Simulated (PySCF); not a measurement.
**Run report: Si2PH9, geometry relaxation (part 1 of 3)**

The run: geometry relaxation of Si2PH9. Method and program: RKS PBE0-D4/def2-TZVP, density fitting (PySCF 2.14.0).

The geometry is a transition state displaced along its imaginary mode. The reaction was set up to form Si1–P7 and H2–H6 and to break Si1–H2 and H6–P7 (atoms counted from 1 in the order of the input); sticks are drawn by distance alone.

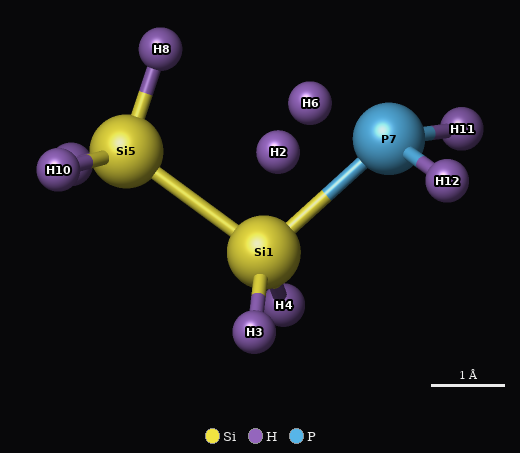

Fig. 1: The input geometry (ball-and-stick view, seen at a tilt; atoms are numbered from 1 in the order of the input).

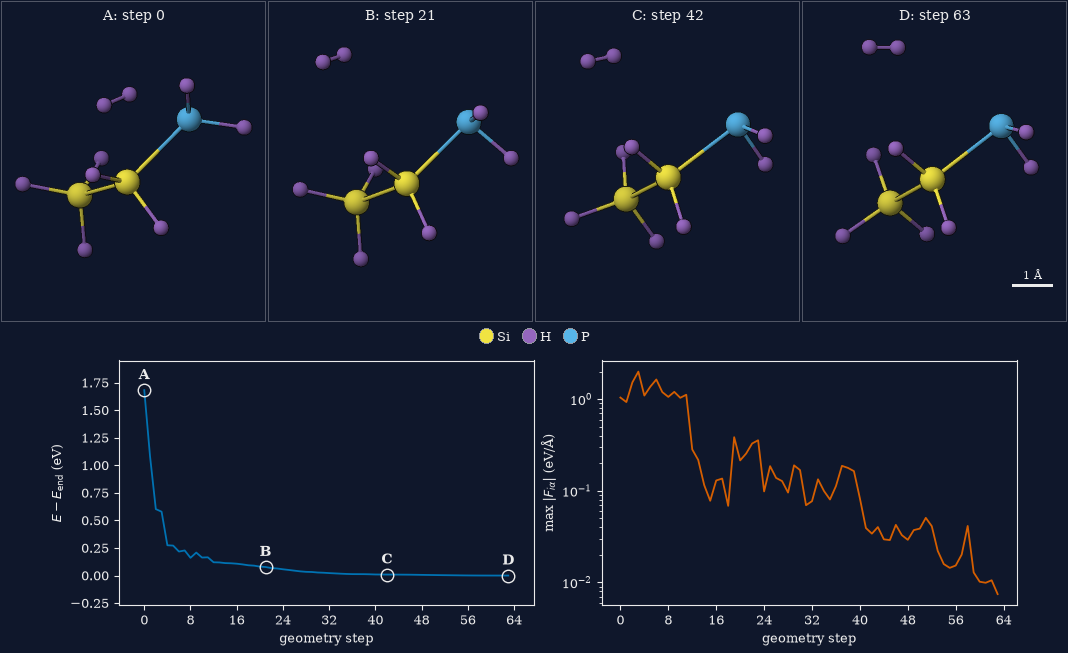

Fig. 2: Frames of the relaxation (ball-and-stick view, seen at a tilt) above the curves, on which the letters mark them (the first geometry is step 0 here and step 1 in the log).

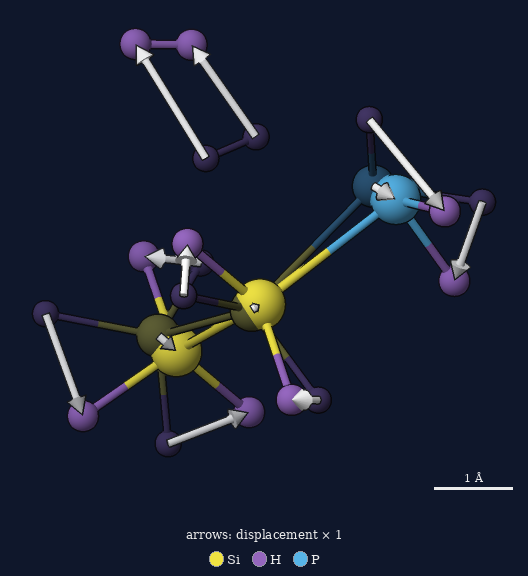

Fig. 3: Start (faint) and end (solid) with the displacements as white arrows, at true length (ball-and-stick view, seen at a tilt). The two geometries are laid on each other by the best rigid fit. The energy falls by 1.682 eV in 63 geometry steps. The largest force component goes from 1 to 0.0075 eV/Å. H2 moves most after the best rigid fit: 1.74 Å. Largest moves by element: H 1.74 Å, P 0.37 Å, Si 0.31 Å. Among the contacts that change: H2–H6 0.868 → 0.747 Å, Si1–P7 2.323 → 2.260 Å, Si1–H3 1.505 → 1.488 Å, Si1–Si5 2.347 → 2.338 Å. Among the angles that change: Si1–P7–H11 124.9° → 93.6°, H3–Si1–P7 122.5° → 107.5°, H4–Si1–P7 102.3° → 113.0°. (Atoms are counted from 1 in the order of the input.)

The input that produced these results follows, with the program's output.

The input:
```python
import json, numpy as np
from pyscf import gto, scf, dft, mp, cc
EV, BOHR = 27.211386245988, 0.529177210903
mol = gto.M(atom="""
Si -0.481989 -0.270529 -0.892025
H 1.457687 0.241372 -0.193994
H 0.169645 -0.859462 -2.114521
H -1.909447 -0.153629 -1.268812
Si -0.169389 -1.549163 1.051517
H 1.335235 0.910988 0.344618
P 0.004650 1.867171 -0.124349
H 0.301872 -0.635327 2.120169
H -1.422187 -2.205223 1.526216
H 0.847393 -2.611751 0.833997
H -0.916778 2.937790 -0.071441
H 0.783207 2.327763 -1.211375
""", basis="def2-tzvp", charge=0, spin=0, max_memory=8670, verbose=0)
def mean_field(mol, dm=None):
    mf = dft.RKS(mol, xc="pbe0").density_fit()
    mf.conv_tol = 1e-9; mf.grids.level = 4
    mf.kernel(dm0=dm)
    if not mf.converged: mf = mf.newton().run(mf.mo_coeff, mf.mo_occ)
    assert mf.converged
    return mf
def d4(mol):
    from pyscf.dispersion.dftd4 import DFTD4Dispersion
    real = gto.M(atom=[(mol.atom_pure_symbol(i), mol.atom_coord(i)) for i in range(12)], unit='B', charge=mol.charge, spin=None, basis='def2-svp', verbose=0)
    r = DFTD4Dispersion(real, xc="pbe0", atm=True).get_dispersion(grad=True); return r["energy"], r["gradient"]
def energy_and_gradient(mol, dm=None):
    mf = mean_field(mol, dm); e, g = d4(mol)
    return mf, (mf.e_tot + e) * EV, (mf.nuc_grad_method().kernel()[:12] + g) * EV / BOHR
out = {}
# rational-function steps on a BFGS-updated Hessian; the first Hessian (eV/A^2) comes from GFN2-xTB
H = np.load("h0.npy"); x = mol.atom_coords(unit="A").ravel(); dm = old = None; trust = 0.2; steps = []
for it in range(90):
    mol.set_geom_(x.reshape(-1, 3), unit="A"); mf, e, g = energy_and_gradient(mol, dm); g = g.ravel(); dm = mf.make_rdm1()
    print(f"relax step {it + 1}: E = {e:.6f} eV, largest force component {abs(g).max():.4f} eV/A", flush=True); steps.append([e, x.reshape(-1, 3).tolist(), (-g).reshape(-1, 3).tolist()])
    if abs(g).max() < 0.008: out['converged'] = True; break
    if old is not None:
        s, z = x - old[0], g - old[1]
        if s @ z > 1e-8: H = H + np.outer(z, z) / (s @ z) - np.outer(H @ s, H @ s) / (s @ H @ s)
        trust = max(0.03, trust / 2) if e > old[2] + 1e-4 else min(0.35, trust * 1.3)
    w, V = np.linalg.eigh(H); w = np.maximum(abs(w), 0.08); f = V.T @ g; M = np.diag(np.append(w, 0.0)); M[-1, :-1] = M[:-1, -1] = f
    dx = V @ (-f / (w - np.linalg.eigvalsh(M)[0])); big = np.linalg.norm(dx.reshape(-1, 3), axis=1).max(); dx *= min(1, trust / big)
    old = (x, g, e); x = x + dx
out.update(energy=e, forces=steps[-1][2], positions=steps[-1][1], steps=steps)
out['s2'] = mf.spin_square()[0]; out['nelec'] = mol.nelec
print(f"Total energy {out['energy']:.6f} eV, <S^2> {out['s2']:.4f}")
json.dump(out, open("out.json", "w"), default=float)
```

Command:
```bash
OMP_NUM_THREADS=4 python run.py
```

Output:
```
relax step 1: E = -25178.739096 eV, largest force component 1.0449 eV/A
relax step 2: E = -25179.339365 eV, largest force component 0.9328 eV/A
relax step 3: E = -25179.818121 eV, largest force component 1.5295 eV/A
relax step 4: E = -25179.842062 eV, largest force component 2.0049 eV/A
relax step 5: E = -25180.146417 eV, largest force component 1.0982 eV/A
relax step 6: E = -25180.149374 eV, largest force component 1.3742 eV/A
relax step 7: E = -25180.203423 eV, largest force component 1.6453 eV/A
relax step 8: E = -25180.193569 eV, largest force component 1.1986 eV/A
relax step 9: E = -25180.260297 eV, largest force component 1.0623 eV/A
relax step 10: E = -25180.212677 eV, largest force component 1.2054 eV/A
relax step 11: E = -25180.257895 eV, largest force component 1.0381 eV/A
relax step 12: E = -25180.255609 eV, largest force component 1.1215 eV/A
relax step 13: E = -25180.300725 eV, largest force component 0.2835 eV/A
relax step 14: E = -25180.302129 eV, largest force component 0.2175 eV/A
relax step 15: E = -25180.308077 eV, largest force component 0.1155 eV/A
relax step 16: E = -25180.309804 eV, largest force component 0.0780 eV/A
relax step 17: E = -25180.313609 eV, largest force component 0.1299 eV/A
relax step 18: E = -25180.319929 eV, largest force component 0.1363 eV/A
relax step 19: E = -25180.327790 eV, largest force component 0.0686 eV/A
relax step 20: E = -25180.331257 eV, largest force component 0.3858 eV/A
relax step 21: E = -25180.340098 eV, largest force component 0.2152 eV/A
relax step 22: E = -25180.343687 eV, largest force component 0.2556 eV/A
relax step 23: E = -25180.353423 eV, largest force component 0.3291 eV/A
relax step 24: E = -25180.357281 eV, largest force component 0.3569 eV/A
relax step 25: E = -25180.364295 eV, largest force component 0.0987 eV/A
relax step 26: E = -25180.370355 eV, largest force component 0.1862 eV/A
relax step 27: E = -25180.376864 eV, largest force component 0.1386 eV/A
relax step 28: E = -25180.383172 eV, largest force component 0.1279 eV/A
relax step 29: E = -25180.387466 eV, largest force component 0.0958 eV/A
relax step 30: E = -25180.388865 eV, largest force component 0.1901 eV/A
relax step 31: E = -25180.393571 eV, largest force component 0.1686 eV/A
relax step 32: E = -25180.395518 eV, largest force component 0.0697 eV/A
relax step 33: E = -25180.398818 eV, largest force component 0.0772 eV/A
relax step 34: E = -25180.401536 eV, largest force component 0.1338 eV/A
relax step 35: E = -25180.404319 eV, largest force component 0.0997 eV/A
relax step 36: E = -25180.406637 eV, largest force component 0.0806 eV/A
relax step 37: E = -25180.408089 eV, largest force component 0.1129 eV/A
relax step 38: E = -25180.408377 eV, largest force component 0.1876 eV/A
relax step 39: E = -25180.408530 eV, largest force component 0.1783 eV/A
relax step 40: E = -25180.409635 eV, largest force component 0.1643 eV/A
relax step 41: E = -25180.411396 eV, largest force component 0.0827 eV/A
relax step 42: E = -25180.411793 eV, largest force component 0.0393 eV/A
relax step 43: E = -25180.412124 eV, largest force component 0.0341 eV/A
relax step 44: E = -25180.412431 eV, largest force component 0.0403 eV/A
relax step 45: E = -25180.412758 eV, largest force component 0.0296 eV/A
relax step 46: E = -25180.413079 eV, largest force component 0.0290 eV/A
relax step 47: E = -25180.413497 eV, largest force component 0.0426 eV/A
relax step 48: E = -25180.414257 eV, largest force component 0.0329 eV/A
relax step 49: E = -25180.415129 eV, largest force component 0.0292 eV/A
relax step 50: E = -25180.415860 eV, largest force component 0.0373 eV/A
relax step 51: E = -25180.416530 eV, largest force component 0.0387 eV/A
relax step 52: E = -25180.417301 eV, largest force component 0.0507 eV/A
relax step 53: E = -25180.417880 eV, largest force component 0.0412 eV/A
relax step 54: E = -25180.418479 eV, largest force component 0.0221 eV/A
relax step 55: E = -25180.419043 eV, largest force component 0.0159 eV/A
relax step 56: E = -25180.419725 eV, largest force component 0.0144 eV/A
relax step 57: E = -25180.420270 eV, largest force component 0.0153 eV/A
relax step 58: E = -25180.420625 eV, largest force component 0.0202 eV/A
relax step 59: E = -25180.420855 eV, largest force component 0.0414 eV/A
relax step 60: E = -25180.421021 eV, largest force component 0.0129 eV/A
relax step 61: E = -25180.421117 eV, largest force component 0.0102 eV/A
relax step 62: E = -25180.421173 eV, largest force component 0.0099 eV/A
relax step 63: E = -25180.421215 eV, largest force component 0.0106 eV/A
relax step 64: E = -25180.421254 eV, largest force component 0.0075 eV/A
Total energy -25180.421254 eV, <S^2> 0.0000
```

Trajectory as extended XYZ (Å, eV, eV/Å), 39 of the 64 frames kept, from step=1 to step=64:
```
12
Properties=species:S:1:pos:R:3:forces:R:3 step=1 energy=-25178.73910
Si   -0.4820   -0.2705   -0.8920   -0.6591   0.4053  -0.0097
H     1.4577    0.2414   -0.1940    0.8481  -0.0673   0.4644
H     0.1696   -0.8595   -2.1145    0.0671   0.3232   0.2548
H    -1.9094   -0.1536   -1.2688   -0.2717  -0.1524  -0.0321
Si   -0.1694   -1.5492    1.0515   -0.0515  -0.0724  -0.0363
H     1.3352    0.9110    0.3446    1.0003  -1.0449  -0.3541
P     0.0046    1.8672   -0.1243   -0.2414   0.3882   0.3050
H     0.3019   -0.6353    2.1202    0.0366   0.0652   0.0453
H    -1.4222   -2.2052    1.5262    0.0182   0.0469  -0.0852
H     0.8474   -2.6118    0.8340    0.0102   0.0043  -0.0315
H    -0.9168    2.9378   -0.0714   -0.7475   0.0643  -0.6493
H     0.7832    2.3278   -1.2114   -0.0092   0.0396   0.1289
12
Properties=species:S:1:pos:R:3:forces:R:3 step=3 energy=-25179.81812
Si   -0.6304   -0.1220   -0.8224    0.1625  -0.2658  -0.0607
H     1.7895    0.1791   -0.1068    0.9422  -1.5295  -1.1624
H     0.1737   -0.6254   -1.9909   -0.1068   0.2355   0.1894
H    -2.0520   -0.1581   -1.2357   -0.1321   0.0556   0.0403
Si   -0.1961   -1.5213    1.0380   -0.1621  -0.0075   0.0000
H     1.6121    0.6833    0.3599    0.1127   0.9642   1.2487
P     0.0278    1.9259   -0.0818   -1.2539   0.9825  -0.0311
H     0.2966   -0.6464    2.1363   -0.0050  -0.0228   0.0207
H    -1.4384   -2.1978    1.5038   -0.0003   0.0036  -0.0154
H     0.8238   -2.5797    0.7853   -0.0332   0.0930  -0.0850
H    -1.1610    2.7325   -0.3566    0.5478  -0.4924  -0.1055
H     0.7544    2.3298   -1.2291   -0.0718  -0.0164  -0.0389
12
Properties=species:S:1:pos:R:3:forces:R:3 step=4 energy=-25179.84206
Si   -0.6963   -0.0887   -0.8058    0.2249  -0.3262   0.0329
H     2.1207    0.1812   -0.1743   -1.4416   1.0018   1.9243
H     0.1359   -0.5232   -1.9641   -0.0843   0.0614  -0.0110
H    -2.1305   -0.1713   -1.2033    0.0465   0.1364   0.0588
Si   -0.2200   -1.5095    1.0243   -0.0828  -0.0126   0.0577
H     1.5989    0.5575    0.4368    2.0049  -1.2661  -1.8526
P    -0.0072    1.9435   -0.0690   -0.7506   0.5805   0.0587
H     0.3000   -0.6580    2.1359   -0.0423  -0.0577  -0.0540
H    -1.4548   -2.1879    1.5025   -0.0248  -0.0185   0.0088
H     0.7948   -2.5658    0.7383   -0.0567   0.1011  -0.0802
H    -1.1806    2.6993   -0.4149    0.2355  -0.1826  -0.0170
H     0.7389    2.3230   -1.2064   -0.0286  -0.0175  -0.1265
12
Properties=species:S:1:pos:R:3:forces:R:3 step=6 energy=-25180.14937
Si   -0.6001   -0.0789   -0.7590   -0.3842   0.1336   0.1401
H     2.0831    0.1310   -0.0517    0.1570  -0.0946  -0.0625
H     0.2072   -0.4861   -1.9303    0.1387  -0.0142  -0.0788
H    -2.0280   -0.1131   -1.1680   -0.0571  -0.0645  -0.0377
Si   -0.2670   -1.5250    1.0504    0.1011  -0.0653   0.0428
H     2.0333    0.6011    0.5248    0.0833   0.0261   0.0824
P    -0.1419    2.0458   -0.0798   -1.3742   0.6578  -0.8982
H     0.2474   -0.7292    2.1961   -0.0030  -0.0141   0.0366
H    -1.5095   -2.2199    1.4807   -0.0300   0.0171  -0.0502
H     0.7488   -2.5503    0.6934    0.0171  -0.0465   0.0324
H    -1.4049    2.6120   -0.7103    1.3676  -0.5934   0.6813
H     0.6313    2.3127   -1.2462   -0.0162   0.0579   0.1119
12
Properties=species:S:1:pos:R:3:forces:R:3 step=8 energy=-25180.19357
Si   -0.7133   -0.0219   -0.7087    0.2772  -0.2319  -0.3306
H     2.3882   -0.0469   -0.1183   -0.4404   1.1178   0.8867
H     0.1921   -0.3717   -1.8566   -0.2405  -0.0595   0.1457
H    -2.1367   -0.1388   -1.1672    0.1902   0.1046   0.0774
Si   -0.3022   -1.5286    1.0585   -0.1329   0.0417   0.0748
H     2.1355    0.5517    0.3471    0.5364  -1.1486  -0.8621
P    -0.1162    2.0797   -0.0986    0.9227  -0.3238   0.4458
H     0.1684   -0.7798    2.2634   -0.0442  -0.0741  -0.0954
H    -1.5626   -2.2536    1.4026    0.0912   0.0459   0.0106
H     0.7261   -2.5429    0.6947   -0.0131   0.0555  -0.0237
H    -1.2944    2.6423   -0.4937   -1.1986   0.5832  -0.2735
H     0.5148    2.4103   -1.3233    0.0520  -0.1107  -0.0557
12
Properties=species:S:1:pos:R:3:forces:R:3 step=9 energy=-25180.26030
Si   -0.6849   -0.0229   -0.7114   -0.0678   0.0789   0.2322
H     2.3557    0.0516   -0.2592   -0.1450   0.6772   1.0623
H     0.1387   -0.4366   -1.8656    0.1342  -0.0059  -0.1661
H    -2.1114   -0.1032   -1.1386    0.0319   0.0772   0.0391
Si   -0.3105   -1.5318    1.0540    0.0760   0.0265   0.0192
H     2.2382    0.4829    0.3911    0.2280  -0.7078  -1.0507
P    -0.1196    2.0991   -0.0406   -0.1102  -0.1382  -0.3409
H     0.1880   -0.7943    2.2507   -0.0395  -0.0338  -0.0363
H    -1.5646   -2.2429    1.4152   -0.0270  -0.0118   0.0238
H     0.7121   -2.5485    0.6775   -0.0348   0.0303  -0.0042
H    -1.3527    2.6402   -0.4898   -0.0554   0.0465   0.0804
H     0.5108    2.4063   -1.2833    0.0095  -0.0393   0.1411
```
